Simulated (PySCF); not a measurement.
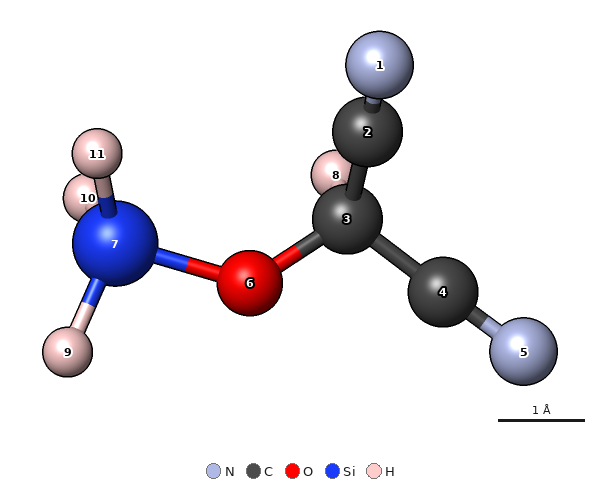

**Figure 1.** The starting structure (ball-and-stick view, seen at a tilt; atoms are numbered from 1 in the order of the input). Bond lengths as drawn: C–C 1.41 to 1.46 Å, C–H 1.11 Å, C–N 1.12 to 1.18 Å, C–O 1.40 Å, H–Si 1.43 to 1.47 Å and O–Si 1.65 Å.

**Geometry relaxation, with input and output: C₃H₄N₂OSi**

System: C₃H₄N₂OSi.
Method: PBE0-D3(BJ)/def2-SVP geometry optimisation, gas phase (PySCF 2.14.0).

Input file
```
{"job": {"xc": "PBE0", "basis": "def2-SVP", "d3": "d3bj", "grid": 1, "shake": 0.01, "kind": "geom"}, "charge": 0, "multiplicity": 1}
N     -1.237220     2.199910     0.976840
C     -1.090820     1.140550     0.646800
C     -0.848340    -0.227620     0.205520
C     -1.988470    -0.698570    -0.485790
N     -2.947910    -1.077400    -1.050840
O      0.272980    -0.310340    -0.630290
Si     1.863780    -0.084430    -0.263280
H     -0.675070    -0.840060     1.114350
H      2.385920    -0.405300    -1.551400
H      2.231700    -1.007610     0.821170
H      2.071580     1.285050     0.201240
```

The first line tells a small driver script what to run in PySCF; the rest is the geometry in Å.

Command:
```bash
OMP_NUM_THREADS=1 python <driver script> task.json out
```

Log
```
step   0  E = -590.10761120  max force = 0.096574
step   1  E = -590.11877383  max force = 0.008559
step   2  E = -590.11989164  max force = 0.003446
step   3  E = -590.12028034  max force = 0.002627
step   4  E = -590.12038958  max force = 0.001951
step   5  E = -590.12042573  max force = 0.000749
step   6  E = -590.12043856  max force = 0.000549
step   7  E = -590.12045205  max force = 0.000833
step   8  E = -590.12046466  max force = 0.000943
step   9  E = -590.12047261  max force = 0.000573
step  10  E = -590.12047460  max force = 0.000102
optimisation converged
```

Trajectory as extended XYZ (Å, eV, eV/Å), 11 frames, from step=0 to step=10
```
11
Properties=species:S:1:pos:R:3:forces:R:3 step=0 energy=-16057.64600
N    -1.2372    2.1999    0.9768   -0.6646   4.9660   1.5801
C    -1.0908    1.1405    0.6468    0.6074  -4.2238  -1.2605
C    -0.8483   -0.2276    0.2055    2.3825   0.2032   0.5442
C    -1.9885   -0.6986   -0.4858   -3.9491  -1.6991  -2.1930
N    -2.9479   -1.0774   -1.0508    2.1115   0.7805   1.2179
O     0.2730   -0.3103   -0.6303   -1.7622  -0.1130  -0.0380
Si    1.8638   -0.0844   -0.2633    0.0436   0.0774   0.6415
H    -0.6751   -0.8401    1.1143   -0.2448  -0.0715   0.0541
H     2.3859   -0.4053   -1.5514    0.9730  -0.1743  -0.9201
H     2.2317   -1.0076    0.8212    0.2558  -0.3232   0.2819
H     2.0716    1.2851    0.2012    0.2470   0.5778   0.0919
11
Properties=species:S:1:pos:R:3:forces:R:3 step=1 energy=-16057.94975
N    -1.2489    2.2842    1.0448    0.0492  -0.2254  -0.0418
C    -1.1188    1.1921    0.6843   -0.1556   0.4401   0.0524
C    -0.8802   -0.1859    0.2282    0.2772  -0.2705  -0.2483
C    -2.0340   -0.7341   -0.5114    0.1384  -0.1136   0.1305
N    -2.8297   -1.2832   -1.1422   -0.2179   0.0784   0.0133
O     0.2157   -0.2856   -0.6158   -0.1370   0.1119   0.0375
Si    1.8539   -0.0826   -0.2735   -0.2392  -0.0403   0.1449
H    -0.7461   -0.8034    1.1406   -0.0951  -0.0361   0.0183
H     2.4813   -0.3952   -1.5651    0.2460  -0.0201  -0.1563
H     2.2360   -1.0324    0.8056    0.0684  -0.0941   0.0563
H     2.1087    1.3012    0.1902    0.0658   0.1695  -0.0066
11
Properties=species:S:1:pos:R:3:forces:R:3 step=2 energy=-16057.98017
N    -1.2217    2.2595    1.0400    0.0209  -0.0372   0.0053
C    -1.1028    1.1725    0.6653   -0.0852   0.1073  -0.0092
C    -0.8715   -0.2089    0.1960    0.1499  -0.0347  -0.0040
C    -2.0624   -0.7371   -0.4982    0.1772  -0.1286  -0.1094
N    -2.9190   -1.2469   -1.0821   -0.0924   0.1051   0.0886
O     0.2227   -0.2976   -0.6495   -0.1626  -0.0034  -0.0244
Si    1.8538   -0.0725   -0.2716   -0.0187   0.0178   0.1035
H    -0.7421   -0.8301    1.1073   -0.0019  -0.0180   0.0055
H     2.5652   -0.3800   -1.5346    0.0254   0.0048   0.0081
H     2.2294   -1.0114    0.8285   -0.0090  -0.0153  -0.0223
H     2.0863    1.3276    0.1845   -0.0035   0.0022  -0.0419
11
Properties=species:S:1:pos:R:3:forces:R:3 step=3 energy=-16057.99075
N    -1.1986    2.2362    1.0441    0.0020   0.0550   0.0225
C    -1.0864    1.1539    0.6560   -0.0197  -0.0801  -0.0114
C    -0.8555   -0.2283    0.1752   -0.0439   0.0738   0.1351
C    -2.0667   -0.7390   -0.4929    0.0694  -0.0949  -0.1238
N    -2.9773   -1.2024   -1.0319   -0.0265   0.0556   0.0562
O     0.2249   -0.3092   -0.6804   -0.0082  -0.0335  -0.1152
Si    1.8465   -0.0632   -0.2709    0.1058   0.0336   0.0356
H    -0.7188   -0.8571    1.0813    0.0173   0.0135   0.0063
H     2.6104   -0.3785   -1.5047   -0.0504   0.0009   0.0325
H     2.2040   -0.9870    0.8492   -0.0289   0.0127  -0.0182
H     2.0552    1.3498    0.1603   -0.0170  -0.0366  -0.0195
11
Properties=species:S:1:pos:R:3:forces:R:3 step=4 energy=-16057.99372
N    -1.1939    2.2208    1.0589   -0.0017   0.0351   0.0145
C    -1.0820    1.1424    0.6595    0.0160  -0.0748  -0.0244
C    -0.8468   -0.2359    0.1668   -0.0713   0.0498   0.1003
C    -2.0633   -0.7423   -0.4950    0.0339  -0.0365  -0.0527
N    -2.9985   -1.1811   -1.0115   -0.0119   0.0140   0.0151
O     0.2278   -0.3115   -0.6974   -0.0038   0.0002  -0.0684
Si    1.8455   -0.0562   -0.2729    0.0702   0.0120   0.0056
H    -0.7025   -0.8682    1.0695    0.0174   0.0066  -0.0028
H     2.6232   -0.3902   -1.4914   -0.0321  -0.0035   0.0114
H     2.1830   -0.9658    0.8635   -0.0121   0.0134   0.0019
H     2.0453    1.3631    0.1356   -0.0046  -0.0163  -0.0005
11
Properties=species:S:1:pos:R:3:forces:R:3 step=5 energy=-16057.99470
N    -1.1912    2.2092    1.0748    0.0012   0.0015   0.0010
C    -1.0801    1.1336    0.6666    0.0082  -0.0179  -0.0080
C    -0.8438   -0.2400    0.1646   -0.0385   0.0017   0.0306
C    -2.0602   -0.7454   -0.4987    0.0011  -0.0017   0.0052
N    -3.0054   -1.1722   -1.0069    0.0037  -0.0033  -0.0032
O     0.2279   -0.3088   -0.7058    0.0113   0.0226  -0.0238
Si    1.8449   -0.0496   -0.2756    0.0125  -0.0067  -0.0073
H    -0.6917   -0.8768    1.0628    0.0028  -0.0005  -0.0036
H     2.6230   -0.4052   -1.4860   -0.0042  -0.0042  -0.0023
H     2.1692   -0.9438    0.8762   -0.0010   0.0082   0.0084
H     2.0455    1.3739    0.1135    0.0030   0.0003   0.0030
11
Properties=species:S:1:pos:R:3:forces:R:3 step=6 energy=-16057.99505
N    -1.1908    2.2009    1.0891    0.0025  -0.0096  -0.0040
C    -1.0804    1.1278    0.6742   -0.0006   0.0099   0.0026
C    -0.8436   -0.2419    0.1645   -0.0004  -0.0246  -0.0125
C    -2.0590   -0.7471   -0.5005   -0.0090   0.0134   0.0232
N    -3.0062   -1.1706   -1.0079    0.0056  -0.0097  -0.0089
O     0.2271   -0.3039   -0.7096    0.0056   0.0282   0.0060
Si    1.8446   -0.0446   -0.2788   -0.0169  -0.0117  -0.0061
H    -0.6869   -0.8835    1.0583   -0.0009  -0.0016  -0.0009
H     2.6212   -0.4186   -1.4842    0.0072  -0.0030  -0.0046
H     2.1614   -0.9252    0.8854    0.0023   0.0028   0.0062
H     2.0504    1.3819    0.0950    0.0044   0.0058  -0.0010
11
Properties=species:S:1:pos:R:3:forces:R:3 step=7 energy=-16057.99542
N    -1.1910    2.1890    1.1110    0.0025  -0.0114  -0.0057
C    -1.0814    1.1196    0.6864   -0.0100   0.0265   0.0120
C    -0.8435   -0.2445    0.1646    0.0365  -0.0400  -0.0428
C    -2.0582   -0.7491   -0.5017   -0.0177   0.0196   0.0267
N    -3.0052   -1.1715   -1.0104    0.0073  -0.0111  -0.0089
O     0.2251   -0.2952   -0.7142   -0.0021   0.0251   0.0261
Si    1.8435   -0.0373   -0.2842   -0.0310  -0.0108  -0.0012
H    -0.6804   -0.8936    1.0516   -0.0037  -0.0009   0.0031
H     2.6192   -0.4383   -1.4815    0.0126  -0.0010  -0.0030
H     2.1509   -0.8977    0.8978    0.0025  -0.0027   0.0005
H     2.0589    1.3937    0.0663    0.0030   0.0067  -0.0067
11
Properties=species:S:1:pos:R:3:forces:R:3 step=8 energy=-16057.99576
N    -1.1932    2.1763    1.1351    0.0008  -0.0059  -0.0039
C    -1.0834    1.1111    0.7001   -0.0115   0.0238   0.0129
C    -0.8430   -0.2470    0.1648    0.0485  -0.0344  -0.0449
C    -2.0577   -0.7513   -0.5013   -0.0168   0.0154   0.0171
N    -3.0027   -1.1754   -1.0124    0.0050  -0.0083  -0.0051
O     0.2226   -0.2844   -0.7187   -0.0108   0.0150   0.0291
Si    1.8419   -0.0293   -0.2908   -0.0239  -0.0056   0.0040
H    -0.6729   -0.9038    1.0448   -0.0031   0.0007   0.0047
H     2.6180   -0.4585   -1.4784    0.0104   0.0008  -0.0001
H     2.1398   -0.8689    0.9087    0.0013  -0.0056  -0.0043
H     2.0684    1.4062    0.0336    0.0001   0.0042  -0.0093
11
Properties=species:S:1:pos:R:3:forces:R:3 step=9 energy=-16057.99598
N    -1.1974    2.1683    1.1511   -0.0012   0.0006  -0.0008
C    -1.0859    1.1060    0.7097   -0.0054   0.0086   0.0062
C    -0.8419   -0.2484    0.1652    0.0295  -0.0143  -0.0217
C    -2.0572   -0.7535   -0.4990   -0.0086   0.0042   0.0033
N    -2.9996   -1.1813   -1.0117    0.0018  -0.0029   0.0002
O     0.2206   -0.2758   -0.7214   -0.0111   0.0043   0.0146
Si    1.8405   -0.0237   -0.2962   -0.0056  -0.0005   0.0049
H    -0.6666   -0.9094    1.0411   -0.0010   0.0014   0.0034
H     2.6178   -0.4700   -1.4770    0.0034   0.0014   0.0012
H     2.1329   -0.8515    0.9130    0.0000  -0.0039  -0.0049
H     2.0747    1.4144    0.0107   -0.0017   0.0010  -0.0064
11
Properties=species:S:1:pos:R:3:forces:R:3 step=10 energy=-16057.99603
N    -1.2018    2.1668    1.1548   -0.0019   0.0023   0.0006
C    -1.0880    1.1052    0.7124    0.0008  -0.0016   0.0002
C    -0.8408   -0.2484    0.1659    0.0052   0.0002  -0.0008
C    -2.0566   -0.7556   -0.4961   -0.0007  -0.0027  -0.0028
N    -2.9978   -1.1867   -1.0083   -0.0005   0.0000   0.0023
O     0.2197   -0.2722   -0.7221   -0.0052  -0.0001   0.0007
Si    1.8401   -0.0218   -0.2988    0.0043   0.0007   0.0021
H    -0.6629   -0.9095    1.0412    0.0008   0.0010   0.0014
H     2.6179   -0.4703   -1.4787   -0.0012   0.0010   0.0004
H     2.1319   -0.8494    0.9107   -0.0002  -0.0006  -0.0023
H     2.0761    1.4168    0.0047   -0.0014  -0.0002  -0.0018
```

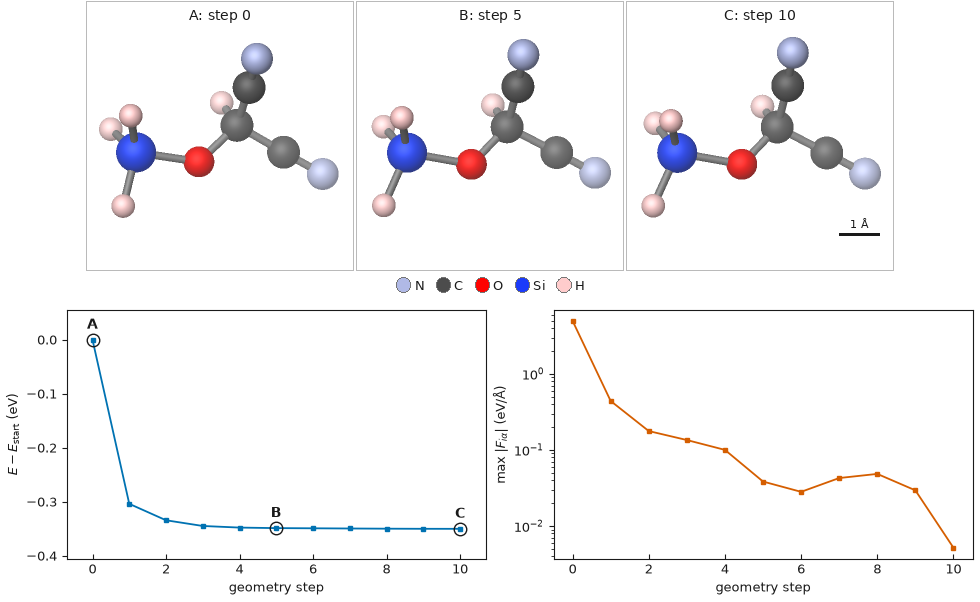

**Figure 2.** Frames of the relaxation (ball-and-stick view, seen at a tilt) above the curves, on which the letters mark them (steps are counted from 0).

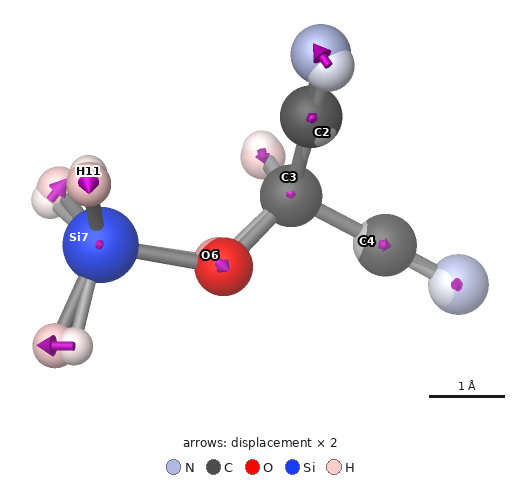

**Figure 3.** Start (faint) and end (solid) with the displacements as pink arrows, magnified 2 times (ball-and-stick view, seen at a tilt). The two geometries are laid on each other by the best rigid fit. Over 10 geometry steps the energy falls by 0.350 eV. The largest force component goes from 5 to 0.0052 eV/Å. H9 moves most after the best rigid fit: 0.27 Å. By element the largest moves are H 0.27 Å, N 0.20 Å, O 0.11 Å, C 0.09 Å, Si 0.04 Å. Among the contacts that change: C3–C4 1.414 → 1.474 Å, Si7–H9 1.426 → 1.483 Å, O6–Si7 1.648 → 1.693 Å, N1–C2 1.119 → 1.156 Å. Among the angles that change: O6–Si7–H9 97.0° → 105.0°, C3–O6–Si7 129.2° → 124.8°, C4–C3–H8 110.0° → 106.3°. (Atoms are counted from 1 in the order of the input.)

Results in brief

- outcome: converged
- total energy: −590.120475 hartree
- dipole moment: 4.18 D
- point group: C1
- hardware: 1 CPU thread, shared host
- wall time: 57 s
- peak memory: 0.51 GiB
